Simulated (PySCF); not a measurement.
```xyz
15

C    -2.3717   -0.0179    0.4095
C    -0.9656    0.1087   -0.1429
F    -0.7882   -0.8428   -1.1386
O    -0.0490   -0.1172    0.8654
C     1.2617    0.3390    0.6344
C     1.9762   -0.3884   -0.5122
F     1.8387    0.2912   -1.6742
F     3.3078   -0.4372   -0.2655
H    -2.5465    0.7723    1.1321
H    -3.0877    0.0578   -0.4031
H    -2.4756   -0.9825    0.8977
H    -0.7963    1.0775   -0.6436
H     1.2697    1.4175    0.4214
H     1.8091    0.1439    1.5590
H     1.6132   -1.4141   -0.6648
```

Geometry: GFN2-xTB.

These are results of PySCF, PBE0/def2-SVPD, SCF density, gas phase, not measurements.

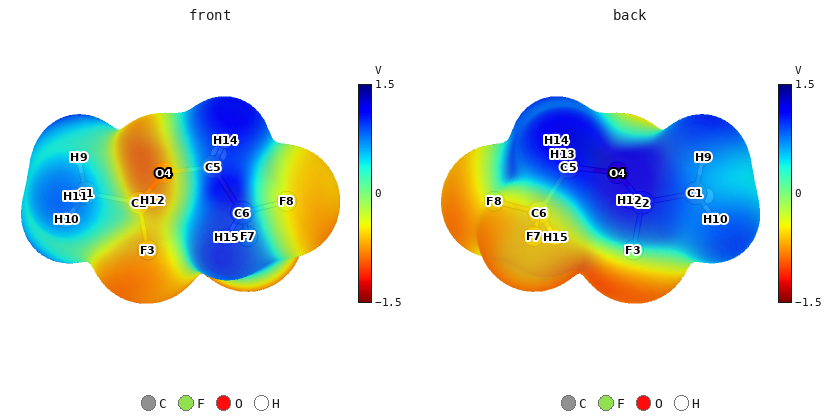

C₄H₇F₃O. The electrostatic potential painted on the density surface at 0.002 e/bohr³, seen from the front and from behind; red is negative and blue positive.

### Describe the electrostatic potential map.

The most negative region (about −1.0 V) lies over F3 and F7, the most positive (about +1.2 V) over C6, H12 and H13.

### What dipole moment does the calculation give?

Its dipole moment is 2.61 D.
